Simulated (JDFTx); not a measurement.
```json
{
 "surface": "Zn(0001)",
 "bulk": "Zn, P6_3/mmc, lattice of mp-79 (not re-optimised)",
 "slab": "4 atoms in 4 planes, 1x1, 7.4 Å between the outermost planes",
 "in-plane cell": "2.614 × 2.614 Å, 5.92 Å²",
 "cell_height": "23.3 Å",
 "sampling": "10×10×1 k mesh, Fermi smearing 0.01 Ha, no spin polarisation"
}
```

Computed with JDFTx (a modified build): PBE, GBRV ultrasoft potentials, plane waves to 20/100 Ha. Liquid on both sides: linear PCM (GLSSA13), water, 1 M NaF; nuclei fixed. The electron chemical potential μ is absolute (zero in the bulk liquid) and is turned into a potential by U = −μ/e − 4.44 V vs SHE, a convention.

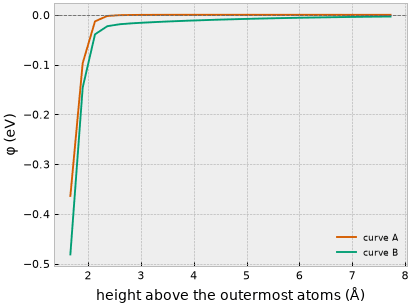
*Plane-averaged electrostatic potential energy of an electron for two states of the electrode*

Q: One curve is the neutral slab. Which, and what is the sign of the other's charge?

A: Curve A is neutral (potential of zero charge, -0.65 V). Curve B is positively charged, 4.4 μC/cm² at -0.35 V.
